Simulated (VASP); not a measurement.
Band structure of InP (zinc blende). These are PBE GGA with D4 dispersion, VASP's PBE PAW potentials (set 64) (plane waves; VASP) values and carry that method's errors.

Unless said otherwise, spin-orbit coupling is left out, though it shifts the bands of the heavy elements here.

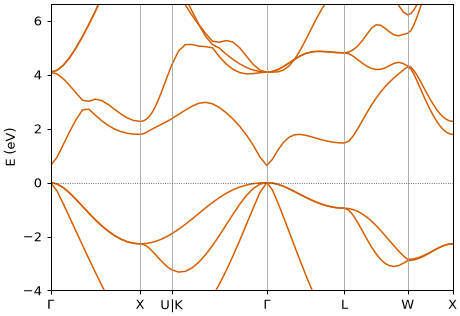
Figure. Bands along high-symmetry lines, zero at the valence-band maximum or, without a gap, the Fermi level

Q: Read the plot: is there a gap, and where are the band edges?

A: The gap is direct, 0.63 eV, from the valence maximum at Γ to the conduction minimum at Γ. (Edges off the drawn lines would not show.)

Measured: gap 1.47 eV (computed value off by -0.84 eV), as given by Wei Chen et al., Physical Review Materials (2018), doi:10.1103/physrevmaterials.2.073803 [zero-point renormalisation of 0.05 eV added back (the table's ZPR column)].

The compound is InP in the zinc blende structure. It was relaxed first.
